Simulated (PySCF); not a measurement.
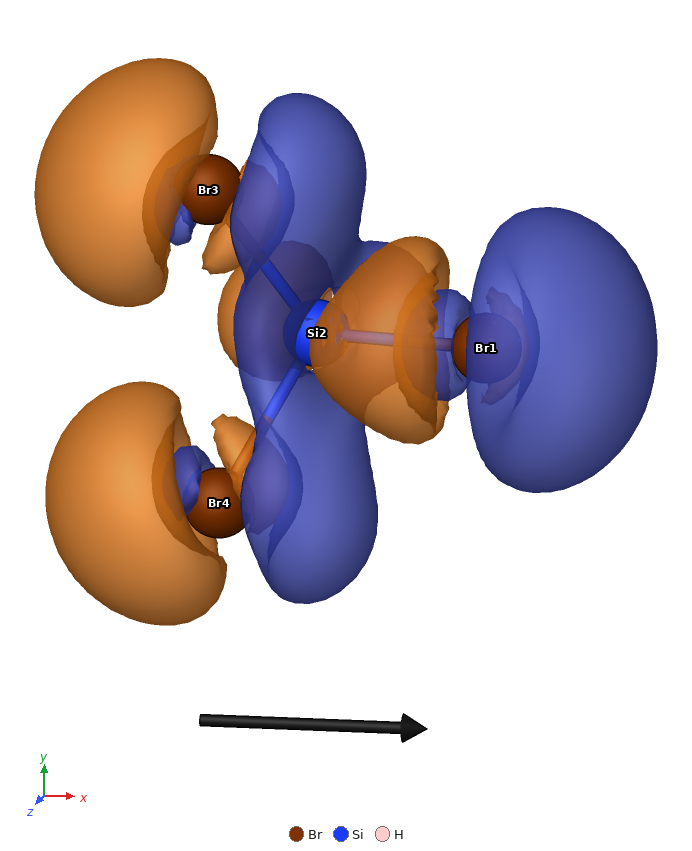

Figure 1: Br3HSi, SMILES `Br[SiH](Br)Br`. Change of the electron density in a uniform field of 0.21 V/Å along +x (arrow), surfaces at ±0.001 e/Å³ (orange: gain, blue: loss).

Level of theory: B3LYP/def2-SVPD (PySCF), at a geometry from GFN2-xTB. No frequency check shows the geometry to be a minimum. GFN2-xTB bond lengths at metals and heavier atoms can be off by up to 0.1 Å and shapes distorted, which carries into these values.

Q: What dipole is induced, and what polarisability does it imply?

A: The induced dipole is 1.00 D (along the field); α along this axis, from the fields in both directions, is 99 bohr³ (14.6 Å³).

Q: Which atoms gain and lose the most charge?

A: Electrons gather most on Br3 (Hirshfeld charge changes by −0.016 e) and leave Br1 most (+0.030 e); 0.073 electrons are displaced in all.
